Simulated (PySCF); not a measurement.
# C4H8F3NSi: what the fields show

Input file:

```
{"job": {"kind": "uv", "xc": "CAM-B3LYP", "basis": "def2-SVPD", "dynamic": true, "nstates": 6, "ntriplets": 0}, "charge": 0, "multiplicity": 1}
F      2.112464     1.659716     0.047512
C      2.371223     0.356981     0.263114
F      3.259050    -0.025105    -0.672302
F      2.995404     0.277139     1.452463
Si     0.764943    -0.720406     0.194750
C     -0.263944    -0.269938    -1.314276
C     -1.675910    -0.127496    -0.719797
C     -1.568024     0.438958     0.698427
N     -0.437006    -0.228122     1.325738
H      1.262874    -2.118125     0.353392
H      0.102966     0.695553    -1.702211
H     -0.221289    -0.993649    -2.140609
H     -2.147070    -1.122807    -0.664120
H     -2.325793     0.503853    -1.346041
H     -2.498841     0.248406     1.259350
H     -1.437446     1.539510     0.657243
H     -0.324908    -0.108302     2.323529
```

Launched as:

```sh
OMP_NUM_THREADS=1 python probes_run.py task.json out
```

Geometry: PBE0-D3(BJ)/def2-SVP.

The calculation used CAM-B3LYP/def2-SVPD, SCF density, gas phase in PySCF 2.14.0.

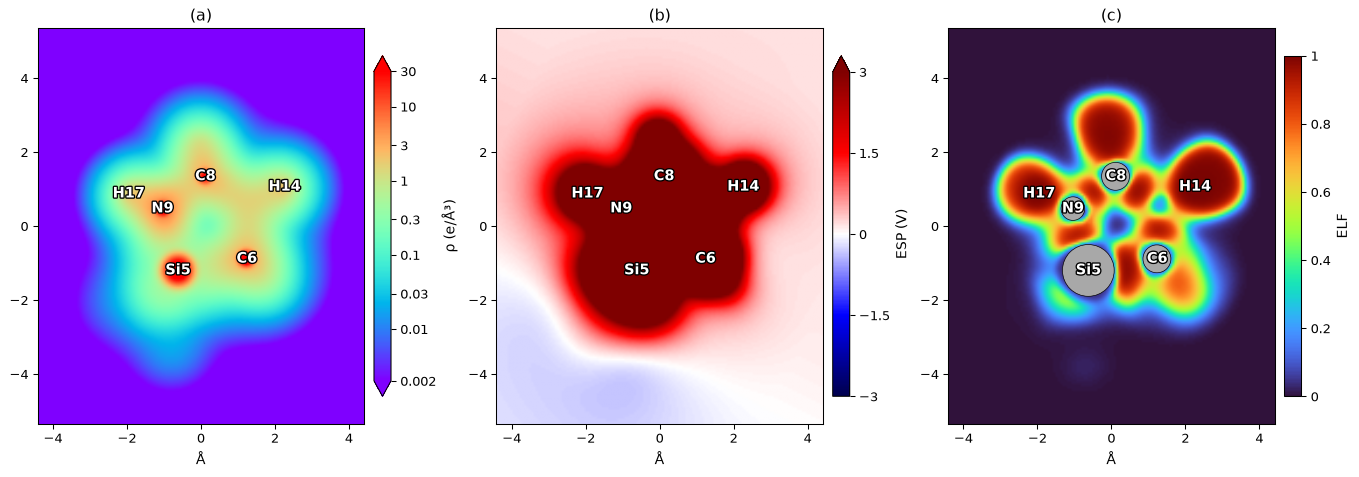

Figure 1. (a) total electron density; (b) molecular electrostatic potential; (c) electron localisation function on the plane of atoms C6, Si5 and N9. Grey discs cover the atomic cores in the ELF map.

Question: Read the bonding off the picture.

Answer: Atoms in the plane: Si, C, N and H. C–N (1.46 Å): ρ at the midpoint is about 1.9 e/Å³; the ELF peaks at about 0.95 between the atoms; a shared electron pair. Si–N (1.72 Å): ρ at the midpoint is about 1.1 e/Å³; the ELF peaks at about 0.90 between the atoms: a shared but strongly polarised pair. C–Si (1.88 Å): ρ is about 0.97 e/Å³ halfway; the ELF peaks at about 0.95 between the atoms, as expected for a shared electron pair. N–H (1.01 Å): the density is about 2.8 e/Å³ at the midpoint; the ELF climbs to about 1 towards the hydrogen, as it does in any bond to H; an ordinary covalent bond to hydrogen. Outside the dense part of the molecule the potential is most negative (−0.3 V) near F3, which lies off the plane.

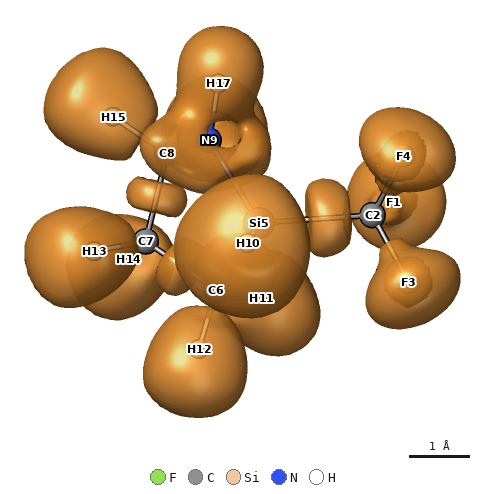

Figure 2. Isosurface of the electron localisation function at 0.75 (orange), seen at a tilt. Core shells and regions of very low density are left out.

Question: Identify the bonds, lone pairs and shells in this picture.

Answer: The ELF exceeds this value in two regions between bonded C–C atoms (shared pairs), two regions between bonded C–Si atoms (shared pairs), seven regions around hydrogen nuclei, three regions on F in which the atom's valence shell and bonds are merged and one joined region spread over several atoms (H, N), in which their bonds and any lone pairs are merged.


C–F (1.35 Å): the ELF peaks at about 0.85 between the atoms, as expected for a shared but strongly polarised pair.

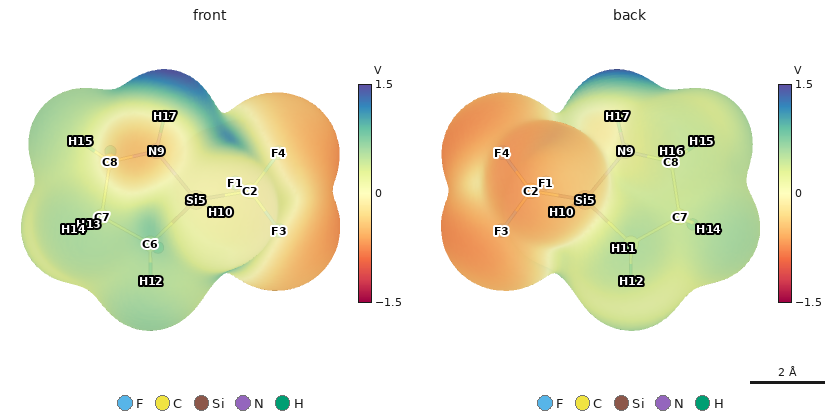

Figure 3. The molecular electrostatic potential painted on the density surface at 0.001 e/bohr³, seen from the front and from behind; the colour scale runs from red (negative) to blue (positive).

Question: Which sites attract a positive test charge, and which a negative one?

Answer: A positive charge is drawn to the negative regions and a negative charge to the positive ones. The most negative region (about −0.7 V, or −16 kcal/mol for a unit charge) lies over F1, F3 and F4, the most positive (about +1.4 V, or +32 kcal/mol for a unit charge) over H17.

Question: How polar is the molecule by this calculation?

Answer: Its dipole moment is 3.06 D.
